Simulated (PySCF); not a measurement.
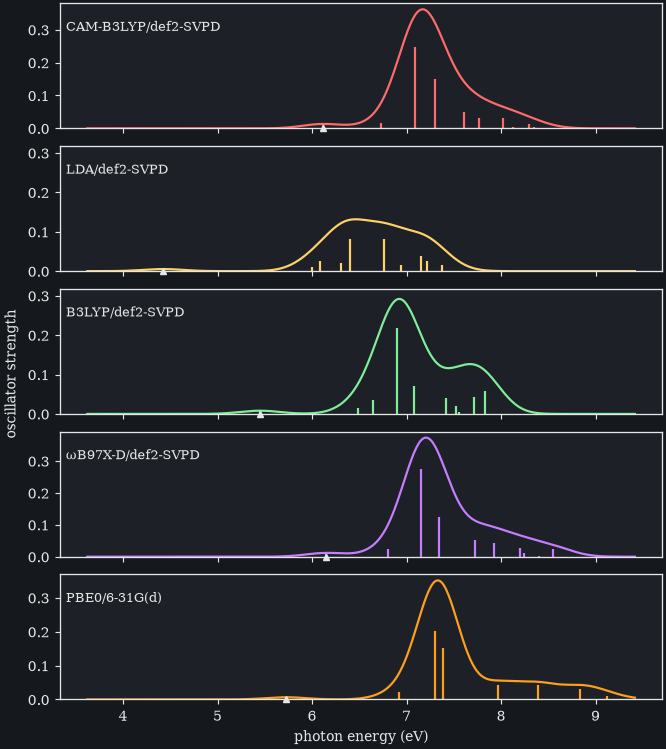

Vertical TDDFT spectra of C₂H₇NSi, SMILES C=C[SiH2]N at one geometry and several levels (PySCF 2.14.0, at a PBE0-D3(BJ)/def2-SVP geometry (no frequency check)); sticks with Gaussians of 1/e half-width 0.30 eV, the triangle marks S1, which has the same leading orbital pair at all these levels. Only the lowest states were computed, so the high end is incomplete.

Question: How far does S1 move with the level of theory?

Answer: From lowest to highest: LDA/def2-SVPD 4.42 eV, B3LYP/def2-SVPD 5.45 eV, PBE0/6-31G(d) 5.72 eV, CAM-B3LYP/def2-SVPD 6.11 eV, ωB97X-D/def2-SVPD 6.15 eV; a spread of 1.73 eV.

Limits of at least one run: 6-31G(d) has no diffuse functions, so states with Rydberg character are missing or too high; core orbitals are frozen in the response; one conformer of a flexible molecule; states above the negative HOMO energy depend on the basis.
